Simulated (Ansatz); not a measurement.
System: CH3ClF2SSi (SMILES CS[Si](F)(F)Cl).

Input

```
crystal:
  periodic: [false, false, false]
  atoms:
    - {symbol: C, position_ang: [-0.041459, -1.563913, 0.047970]}
    - {symbol: S, position_ang: [-0.561642, -0.296074, -1.154864]}
    - {symbol: Si, position_ang: [0.032225, 1.396895, -0.095244]}
    - {symbol: F, position_ang: [-0.672659, 1.490659, 1.317462]}
    - {symbol: F, position_ang: [1.579138, 1.378299, 0.233627]}
    - {symbol: Cl, position_ang: [-0.402220, 3.048043, -1.168366]}
    - {symbol: H, position_ang: [-0.577556, -1.451502, 0.988654]}
    - {symbol: H, position_ang: [-0.301104, -2.522390, -0.399023]}
    - {symbol: H, position_ang: [1.033877, -1.526316, 0.212783]}
basis:
  gaussian: {orbitals: def2-TZVPP}
hamiltonian: {xc: pbe0, dispersion: d4}
output: {orbitals: {seedname: orbitals}}
```

Command:

```sh
ansatz run in.yaml --threads 4 --pin off --events-out ev --progress --plain --max-ram 10444MiB
```

Geometry: PBE0-D4/def2-TZVP.

Theory: Ansatz 0.2.0, RKS PBE0-D4/def2-TZVPP.

> What will maps of the electron density and electron localisation function show?

C–S (1.82 Å): ρ is about 1.2 e/Å³ halfway; the ELF peaks at about 0.90 between the atoms; localised, covalent bonding.
Si–Cl (2.02 Å): ρ is about 0.99 e/Å³ halfway; the ELF peaks at about 0.90 between the atoms (a shared but strongly polarised pair).
Si–S (2.08 Å): the density is about 0.95 e/Å³ at the midpoint; the ELF peaks at about 0.95 between the atoms (localised, covalent bonding).
C–H (1.09 Å): ρ at the midpoint is about 2 e/Å³; the ELF climbs to about 1 towards the hydrogen, as it does in any bond to H; an ordinary covalent bond to hydrogen.

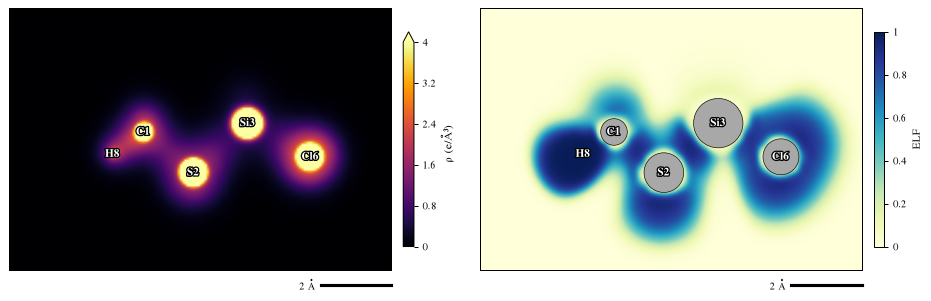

Computed electron density and electron localisation function on the plane of atoms S2, Si3 and Cl6, in this order. Grey discs cover the atomic cores in the ELF map. 
